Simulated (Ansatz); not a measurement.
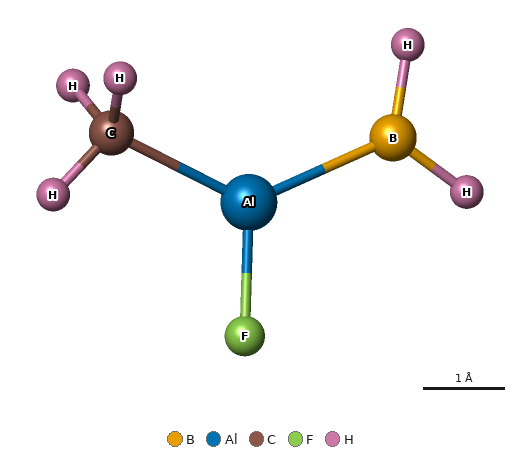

*The starting structure (ball-and-stick view, seen at a tilt). Sticks mark near contacts.*

Bond lengths as drawn: Al–B 2.08 Å, Al–C 2.00 Å, Al–F 1.67 Å, B–H 1.18 Å and C–H 1.10 Å.

**CH₅AlBF: geometry relaxation (part 1 of 2)**

System: CH₅AlBF, SMILES [BH2][Al]([CH3])[F].
Method: RKS LDA/def2-SVP (Ansatz 0.2.0).

It belongs to a series of runs on one base structure; here: end point A relaxed.

The input:
```yaml
crystal:
  periodic: [false, false, false]
  atoms:
    - { symbol: B, position_ang: [-0.93696, 1.64339, -0.90109] }
    - { symbol: Al, position_ang: [0.01752, -0.17302, -0.57573] }
    - { symbol: C, position_ang: [0.66088, -1.04814, 1.09945] }
    - { symbol: F, position_ang: [0.31291, -1.08459, -1.93825] }
    - { symbol: H, position_ang: [-1.25441, 2.00124, -1.97657] }
    - { symbol: H, position_ang: [-1.20258, 2.39332, -0.03597] }
    - { symbol: H, position_ang: [-0.13463, -1.25515, 1.82313] }
    - { symbol: H, position_ang: [1.12612, -2.01231, 0.86155] }
    - { symbol: H, position_ang: [1.41114, -0.46475, 1.64349] }
basis:
  gaussian: { orbitals: def2-SVP }
hamiltonian:
  xc: lda
relax:
  f_tol: 0.015
  max_steps: 40
output:
  orbitals: {}
```

Run on 1 thread of Intel Xeon (Sapphire Rapids), 16 GiB of memory available, shared host.

Launched with:
```bash
ansatz run input.yaml --threads 1 --pin off --max-ram 2048MiB --backend cpu --events-out ev --progress --plain --runs-dir out
```

Log:
```
The last accepted step is kept in [file] (removed where the run ends without a failure and the disk answers)
Engine: ansatz 0.2.0, x86_64-unknown-linux-gnu
Functional definition: SPW92
  exchange = slater_x
  correlation = pw_c
943 factors; their error is unknown
mean field evaluation 1: about -11027.5139 eV, gradient 6.8e1 eV
mean field evaluation 2: about -10987.9703 eV, gradient 1.2e2 eV
mean field evaluation 4: about -11038.3891 eV, gradient 8.8e0 eV
mean field evaluation 8: about -11038.6116 eV, gradient 1.4e-1 eV
mean field evaluation 16: about -11038.5699 eV, gradient 7.0e-5 eV
mean field -11038.56989281 eV, -405.6599613494 hartree, gradient 7.0e-5 eV, S^2 0.000000; 0 other end points of the search recorded, 0 dependent functions left out
the calculation of the forces begins
reference -11038.56993142 eV, -405.6599627681 hartree; 19, 19 occupied and 66, 66 virtual orbitals, 943 factors
relax step   1: F+E_penalty+E_count = -11038.56989281 eV  Δ(F+E_penalty+E_count) = +0.000e0 eV  max|allowed force component| = 1.020e0 eV/Å  Δτ_max = 0.0000 Å  (25 SCF iters, accepted)
these checks for a lower state are left out or cut short: starts, cluster_reference, orbital_swaps, neighbouring_geometries, increment
943 factors; their error is unknown
mean field -11038.67613014 eV, -405.6638654991 hartree, gradient 1.8e-5 eV, S^2 0.000000; 0 other end points of the search recorded, 0 dependent functions left out
[... from here on the field's lines of each further geometry are left out, up to the last ...]
relax step   2: F+E_penalty+E_count = -11038.67613014 eV  Δ(F+E_penalty+E_count) = -1.062e-1 eV  max|allowed force component| = 3.989e-1 eV/Å  Δτ_max = 0.0551 Å  (27 SCF iters, accepted)
relax step   3: F+E_penalty+E_count = -11038.68896345 eV  Δ(F+E_penalty+E_count) = -1.283e-2 eV  max|allowed force component| = 3.551e-2 eV/Å  Δτ_max = 0.0348 Å  (27 SCF iters, accepted)
relax step   4: F+E_penalty+E_count = -11038.68971050 eV  Δ(F+E_penalty+E_count) = -7.471e-4 eV  max|allowed force component| = 2.004e-2 eV/Å  Δτ_max = 0.0152 Å  (27 SCF iters, accepted)
relax step   5: F+E_penalty+E_count = -11038.68959196 eV  Δ(F+E_penalty+E_count) = +1.185e-4 eV  max|allowed force component| = 6.906e-2 eV/Å  Δτ_max = 0.0434 Å  (26 SCF iters, rejected (line search))
relax step   6: F+E_penalty+E_count = -11038.69019024 eV  Δ(F+E_penalty+E_count) = -4.797e-4 eV  max|allowed force component| = 8.538e-3 eV/Å  Δτ_max = 0.0217 Å  (26 SCF iters, accepted)
relax step   7: F+E_penalty+E_count = -11038.69087518 eV  Δ(F+E_penalty+E_count) = -6.849e-4 eV  max|allowed force component| = 1.498e-2 eV/Å  Δτ_max = 0.0571 Å  (26 SCF iters, accepted)
relax step   8: F+E_penalty+E_count = -11038.68983481 eV  Δ(F+E_penalty+E_count) = +1.040e-3 eV  max|allowed force component| = 2.358e-1 eV/Å  Δτ_max = 0.1463 Å  (26 SCF iters, rejected (line search))
relax step   9: F+E_penalty+E_count = -11038.69225998 eV  Δ(F+E_penalty+E_count) = -1.385e-3 eV  max|allowed force component| = 5.336e-2 eV/Å  Δτ_max = 0.0710 Å  (27 SCF iters, accepted)
relax step  10: F+E_penalty+E_count = -11038.69452901 eV  Δ(F+E_penalty+E_count) = -2.269e-3 eV  max|allowed force component| = 1.248e-1 eV/Å  Δτ_max = 0.0715 Å  (26 SCF iters, accepted)
relax step  11: F+E_penalty+E_count = -11038.69961211 eV  Δ(F+E_penalty+E_count) = -5.083e-3 eV  max|allowed force component| = 2.539e-1 eV/Å  Δτ_max = 0.1111 Å  (26 SCF iters, accepted)
relax step  12: F+E_penalty+E_count = -11038.70590384 eV  Δ(F+E_penalty+E_count) = -6.292e-3 eV  max|allowed force component| = 4.410e-1 eV/Å  Δτ_max = 0.1641 Å  (26 SCF iters, accepted)
relax step  13: F+E_penalty+E_count = -11038.72567821 eV  Δ(F+E_penalty+E_count) = -1.977e-2 eV  max|allowed force component| = 3.962e-1 eV/Å  Δτ_max = 0.1829 Å  (26 SCF iters, accepted)
relax step  14: F+E_penalty+E_count = -11038.74921030 eV  Δ(F+E_penalty+E_count) = -2.353e-2 eV  max|allowed force component| = 4.797e-1 eV/Å  Δτ_max = 0.1682 Å  (27 SCF iters, accepted)
relax step  15: F+E_penalty+E_count = -11038.77426014 eV  Δ(F+E_penalty+E_count) = -2.505e-2 eV  max|allowed force component| = 3.255e-1 eV/Å  Δτ_max = 0.1933 Å  (28 SCF iters, accepted)
relax step  16: F+E_penalty+E_count = -11038.78556626 eV  Δ(F+E_penalty+E_count) = -1.131e-2 eV  max|allowed force component| = 2.911e-1 eV/Å  Δτ_max = 0.2000 Å  (27 SCF iters, accepted)
relax step  17: F+E_penalty+E_count = -11038.79061934 eV  Δ(F+E_penalty+E_count) = -5.053e-3 eV  max|allowed force component| = 1.119e-1 eV/Å  Δτ_max = 0.0984 Å  (27 SCF iters, accepted)
relax step  18: F+E_penalty+E_count = -11038.79461035 eV  Δ(F+E_penalty+E_count) = -3.991e-3 eV  max|allowed force component| = 7.922e-2 eV/Å  Δτ_max = 0.0593 Å  (27 SCF iters, accepted)
relax step  19: F+E_penalty+E_count = -11038.79563440 eV  Δ(F+E_penalty+E_count) = -1.024e-3 eV  max|allowed force component| = 2.011e-2 eV/Å  Δτ_max = 0.0549 Å  (27 SCF iters, accepted)
relax step  20: F+E_penalty+E_count = -11038.79585817 eV  Δ(F+E_penalty+E_count) = -2.238e-4 eV  max|allowed force component| = 1.852e-2 eV/Å  Δτ_max = 0.0170 Å  (27 SCF iters, accepted)
relax step  21: F+E_penalty+E_count = -11038.79584334 eV  Δ(F+E_penalty+E_count) = +1.483e-5 eV  max|allowed force component| = 4.672e-2 eV/Å  Δτ_max = 0.0466 Å  (27 SCF iters, rejected (line search))
relax step  22: F+E_penalty+E_count = -11038.79607550 eV  Δ(F+E_penalty+E_count) = -2.173e-4 eV  max|allowed force component| = 1.751e-2 eV/Å  Δτ_max = 0.0227 Å  (26 SCF iters, accepted)
relax step  23: F+E_penalty+E_count = -11038.79577471 eV  Δ(F+E_penalty+E_count) = +3.008e-4 eV  max|allowed force component| = 1.260e-1 eV/Å  Δτ_max = 0.0892 Å  (27 SCF iters, rejected (line search))
relax step  24: F+E_penalty+E_count = -11038.79512929 eV  Δ(F+E_penalty+E_count) = +9.462e-4 eV  max|allowed force component| = 9.385e-2 eV/Å  Δτ_max = 0.0361 Å  (27 SCF iters, rejected (line search))
relax step  25: F+E_penalty+E_count = -11038.79624915 eV  Δ(F+E_penalty+E_count) = -1.737e-4 eV  max|allowed force component| = 7.480e-3 eV/Å  Δτ_max = 0.0175 Å  (26 SCF iters, accepted)
relax step  26: F+E_penalty+E_count = -11038.79655636 eV  Δ(F+E_penalty+E_count) = -3.072e-4 eV  max|allowed force component| = 3.741e-2 eV/Å  Δτ_max = 0.0488 Å  (27 SCF iters, accepted)
relax step  27: F+E_penalty+E_count = -11038.79661510 eV  Δ(F+E_penalty+E_count) = -5.874e-5 eV  max|allowed force component| = 5.707e-2 eV/Å  Δτ_max = 0.0290 Å  (26 SCF iters, accepted)
relax step  28: F+E_penalty+E_count = -11038.79669140 eV  Δ(F+E_penalty+E_count) = -7.630e-5 eV  max|allowed force component| = 8.023e-2 eV/Å  Δτ_max = 0.0291 Å  (26 SCF iters, accepted)
relax step  29: F+E_penalty+E_count = -11038.79697388 eV  Δ(F+E_penalty+E_count) = -2.825e-4 eV  max|allowed force component| = 4.948e-2 eV/Å  Δτ_max = 0.0035 Å  (22 SCF iters, accepted)
the calculation of the forces begins
reference -11038.79724486 eV, -405.6683163831 hartree; 19, 19 occupied and 66, 66 virtual orbitals, 943 factors
relax step  30: F+E_penalty+E_count = -11038.79720678 eV  Δ(F+E_penalty+E_count) = -2.329e-4 eV  max|allowed force component| = 1.299e-2 eV/Å  Δτ_max = 0.0154 Å  (27 SCF iters, accepted)
943 factors; their error is unknown
mean field evaluation 224: about -11037.4530 eV, gradient 2.2e1 eV
```

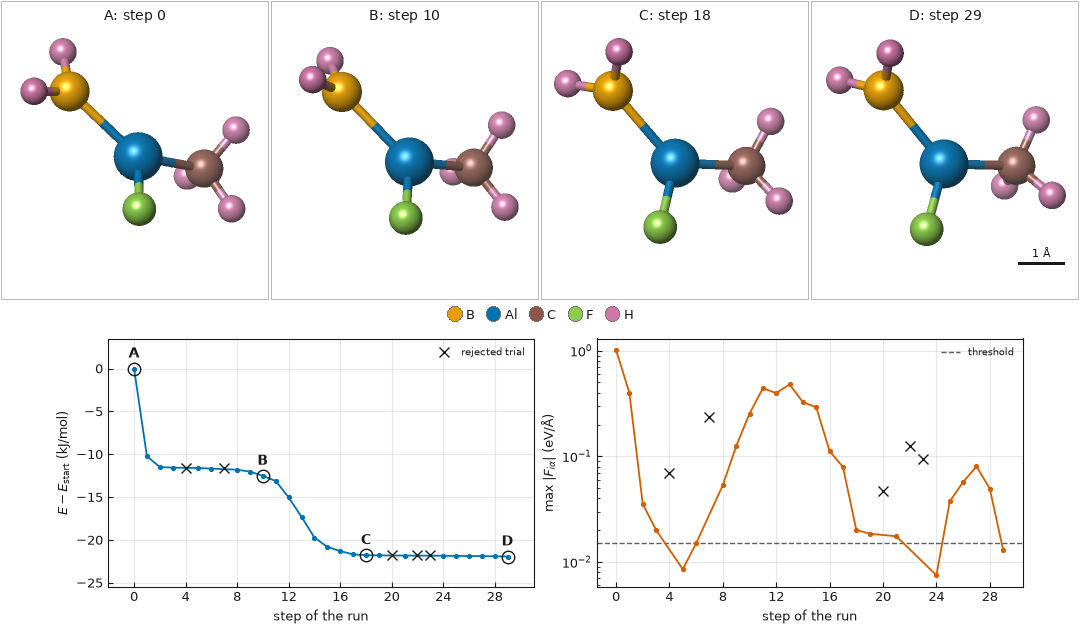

*Frames of the relaxation (ball-and-stick view, seen at an oblique angle) above the curves, on which the letters mark them (the first geometry is step 0 here and step 1 in the log).*

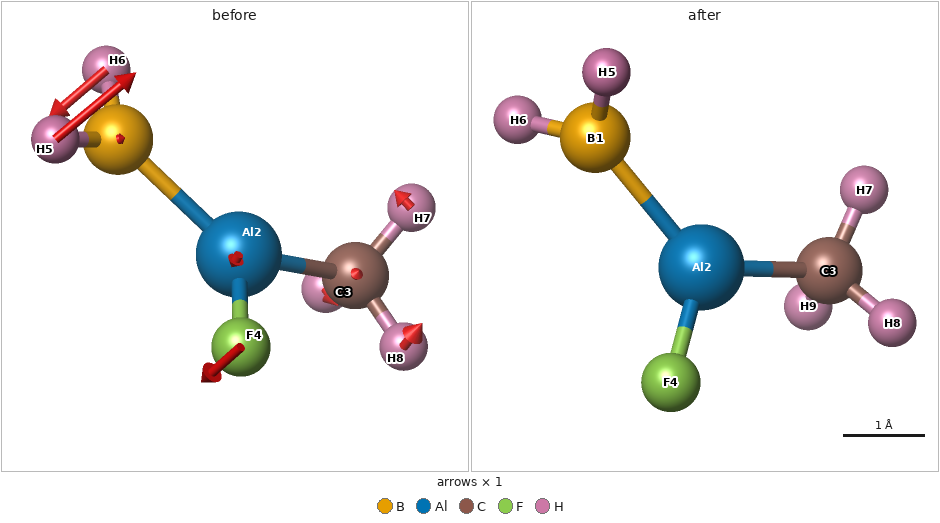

*Before (left) and after (right) the relaxation, at one scale (ball-and-stick view, seen at an oblique angle). The red arrows give the displacements, at true length.*

Over 29 geometry steps the energy falls by 21.9 kJ/mol. Largest force component: 1 eV/Å at the start, 0.013 eV/Å at the end. The line search rejected the trial steps at points 4, 7, 20, 22, 23 (counted from 0) and went back. The largest move after the best rigid fit is that of H5, 1.31 Å. Largest moves by element: H 1.31 Å, F 0.86 Å, Al 0.22 Å, C 0.13 Å, B 0.10 Å. Distances before and after: Al2–C3 1.996 → 1.937 Å, B1–H5 1.177 → 1.224 Å, B1–Al2 2.078 → 2.105 Å, C3–H7 1.095 → 1.111 Å. Among the angles that change: Al2–C3–H9 113.8° → 109.5°, B1–Al2–C3 131.5° → 127.8°, C3–Al2–F4 112.9° → 116.0°. (Atoms are counted from 1 in the order of the input.)

```
mean field -11038.79720678 eV, -405.6683149838 hartree, gradient 1.8e-5 eV, S^2 0.000000; 1 other end points of the search recorded, 0 dependent functions left out
the calculation of the forces begins
reference -11038.79724486 eV, -405.6683163831 hartree; 19, 19 occupied and 66, 66 virtual orbitals, 943 factors
Total energy: -11038.79724486 eV, -405.6683163831 hartree
Atom 0 at    -0.961655     1.576467    -0.884513 Å, force    -0.000727     0.003341    -0.006993 eV/Å
Atom 1 at     0.250599    -0.115864    -0.575136 Å, force     0.001388     0.006453     0.011435 eV/Å
Atom 2 at     0.513089    -1.105113     1.069207 Å, force     0.002552    -0.002422     0.012991 eV/Å
Atom 3 at     1.120528    -0.653767    -1.901320 Å, force     0.002324    -0.001892    -0.004882 eV/Å
Atom 4 at    -2.129499     1.503891    -1.243770 Å, force     0.001201     0.000419     0.002184 eV/Å
Atom 5 at    -0.567871     2.720573    -0.698000 Å, force    -0.002511    -0.006571     0.000705 eV/Å
Atom 6 at    -0.319649    -0.989372     1.795700 Å, force     0.007776    -0.001292    -0.007325 eV/Å
Atom 7 at     0.654315    -2.188825     0.864172 Å, force    -0.002941     0.007984     0.001036 eV/Å
Atom 8 at     1.440134    -0.748001     1.573670 Å, force    -0.009061    -0.006020    -0.009150 eV/Å
Dipole moment:    -0.161933     0.071618     0.326733 e Å
```

Trajectory as extended XYZ (Å, eV, eV/Å), 30 frames, from step=1 to step=30:
```
9
Properties=species:S:1:pos:R:3:forces:R:3 step=1 energy=-11038.56989
B    -0.9370    1.6434   -0.9011    0.2535  -0.4792   0.0976
Al    0.0175   -0.1730   -0.5757    0.5046  -0.7808   0.9185
C     0.6609   -1.0481    1.0995   -0.3149   0.3900  -0.9828
F     0.3129   -1.0846   -1.9383    0.0413  -0.1334  -0.2187
H    -1.2544    2.0012   -1.9766   -0.2775   0.2897  -1.0196
H    -1.2026    2.3933   -0.0360   -0.2500   0.7260   0.8906
H    -0.1346   -1.2551    1.8231   -0.5284  -0.0238   0.3109
H     1.1261   -2.0123    0.8616    0.1949  -0.4297  -0.2027
H     1.4111   -0.4647    1.6435    0.3765   0.4413   0.2063
9
Properties=species:S:1:pos:R:3:forces:R:3 step=2 energy=-11038.67613
B    -0.9343    1.6438   -0.8795    0.0828  -0.1641   0.0128
Al    0.0381   -0.2127   -0.5735    0.1663  -0.2318   0.3989
C     0.6596   -1.0494    1.0840   -0.1095   0.1339  -0.3501
F     0.3329   -1.1237   -1.9411    0.0107  -0.0521  -0.1322
H    -1.2595    2.0060   -1.9851   -0.0886   0.1013  -0.2865
H    -1.2025    2.4081    0.0171   -0.0651   0.1981   0.2571
H    -0.1705   -1.2252    1.7982   -0.1047   0.0058   0.0637
H     1.1335   -2.0265    0.8649    0.0422  -0.0849  -0.0072
H     1.4027   -0.4205    1.6151    0.0660   0.0939   0.0435
9
Properties=species:S:1:pos:R:3:forces:R:3 step=3 energy=-11038.68896
B    -0.9297    1.6358   -0.8709    0.0100  -0.0147  -0.0017
Al    0.0508   -0.2373   -0.5763   -0.0059   0.0101   0.0104
C     0.6577   -1.0485    1.0729    0.0009  -0.0060  -0.0190
F     0.3378   -1.1353   -1.9579    0.0051  -0.0161  -0.0355
H    -1.2658    2.0151   -1.9831   -0.0036   0.0064   0.0134
H    -1.1920    2.3982    0.0487   -0.0003   0.0014   0.0035
H    -0.1879   -1.2010    1.7809    0.0130   0.0015  -0.0022
H     1.1392   -2.0330    0.8884   -0.0104   0.0275   0.0305
H     1.3900   -0.3941    1.5973   -0.0088  -0.0101   0.0007
9
Properties=species:S:1:pos:R:3:forces:R:3 step=4 energy=-11038.68971
B    -0.9261    1.6312   -0.8668   -0.0095   0.0022  -0.0098
Al    0.0529   -0.2448   -0.5859   -0.0020   0.0143  -0.0078
C     0.6554   -1.0455    1.0688    0.0060  -0.0166   0.0047
F     0.3414   -1.1416   -1.9691   -0.0014   0.0009  -0.0047
H    -1.2689    2.0190   -1.9745    0.0021   0.0027   0.0200
H    -1.1851    2.3892    0.0589    0.0109  -0.0175  -0.0098
H    -0.1926   -1.1910    1.7754    0.0055   0.0030  -0.0046
H     1.1394   -2.0313    0.9017   -0.0050   0.0131   0.0164
H     1.3837   -0.3853    1.5915   -0.0066  -0.0022  -0.0044
9
Properties=species:S:1:pos:R:3:forces:R:3 step=5 energy=-11038.68959 accepted=F
B    -0.9310    1.6162   -0.8659    0.0643   0.0691  -0.0024
Al    0.0573   -0.2563   -0.6023   -0.0386  -0.0271  -0.0424
C     0.6513   -1.0405    1.0628    0.0212  -0.0132   0.0267
F     0.3487   -1.1519   -1.9868    0.0045   0.0150   0.0289
H    -1.2784    2.0370   -1.9604   -0.0178  -0.0304   0.0305
H    -1.1565    2.3632    0.0785   -0.0222  -0.0289  -0.0206
H    -0.2029   -1.1739    1.7646   -0.0042   0.0048  -0.0087
H     1.1420   -2.0275    0.9275   -0.0055   0.0108  -0.0086
H     1.3696   -0.3664    1.5819   -0.0017   0.0000  -0.0035
9
Properties=species:S:1:pos:R:3:forces:R:3 step=6 energy=-11038.69019
B    -0.9247    1.6267   -0.8660   -0.0015  -0.0052  -0.0026
Al    0.0556   -0.2492   -0.5933    0.0034   0.0070  -0.0049
C     0.6527   -1.0442    1.0665   -0.0026  -0.0036  -0.0048
F     0.3506   -1.1432   -1.9769    0.0000   0.0005  -0.0026
H    -1.2836    2.0195   -1.9660   -0.0031   0.0033   0.0068
H    -1.1664    2.3813    0.0665    0.0056  -0.0050  -0.0031
H    -0.1996   -1.1822    1.7693    0.0030  -0.0015   0.0021
H     1.1384   -2.0307    0.9126   -0.0035   0.0028   0.0085
H     1.3769   -0.3782    1.5872   -0.0015   0.0017   0.0004
9
Properties=species:S:1:pos:R:3:forces:R:3 step=7 energy=-11038.69088
B    -0.9212    1.6169   -0.8637    0.0040   0.0108  -0.0028
Al    0.0670   -0.2565   -0.6105   -0.0026  -0.0099   0.0080
C     0.6445   -1.0418    1.0617   -0.0117   0.0099  -0.0147
F     0.3799   -1.1430   -1.9948    0.0076   0.0042   0.0030
H    -1.3338    2.0116   -1.9442   -0.0053  -0.0085   0.0150
H    -1.1118    2.3725    0.0804    0.0030   0.0004  -0.0136
H    -0.2176   -1.1643    1.7554    0.0028  -0.0066   0.0033
H     1.1328   -2.0306    0.9358   -0.0041  -0.0024  -0.0036
H     1.3602   -0.3647    1.5800    0.0063   0.0021   0.0053
9
Properties=species:S:1:pos:R:3:forces:R:3 step=8 energy=-11038.68983 accepted=F
B    -0.9185    1.5960   -0.8586   -0.0607   0.1965  -0.0314
Al    0.0856   -0.2717   -0.6431    0.0158  -0.0504   0.0210
C     0.6241   -1.0401    1.0532   -0.0368   0.0025  -0.0285
F     0.4607   -1.1299   -2.0309    0.0077   0.0275   0.0406
H    -1.4672    1.9779   -1.8945    0.0795  -0.0806   0.2358
H    -0.9669    2.3753    0.0983   -0.0125  -0.1041  -0.2112
H    -0.2583   -1.1362    1.7269    0.0282  -0.0236  -0.0080
H     1.1205   -2.0312    0.9798   -0.0345   0.0358  -0.0197
H     1.3201   -0.3401    1.5690    0.0133  -0.0038   0.0014
9
Properties=species:S:1:pos:R:3:forces:R:3 step=9 energy=-11038.69226
B    -0.9204    1.6097   -0.8623   -0.0083   0.0490  -0.0117
Al    0.0747   -0.2606   -0.6212    0.0064  -0.0196   0.0137
C     0.6353   -1.0427    1.0594   -0.0257   0.0100  -0.0206
F     0.4189   -1.1323   -2.0076    0.0095   0.0106   0.0128
H    -1.3983    1.9909   -1.9227    0.0038  -0.0295   0.0534
H    -1.0467    2.3833    0.0803    0.0058  -0.0142  -0.0442
H    -0.2338   -1.1571    1.7461    0.0084  -0.0101   0.0019
H     1.1256   -2.0324    0.9500   -0.0087   0.0027  -0.0096
H     1.3447   -0.3590    1.5780    0.0088   0.0011   0.0043
```
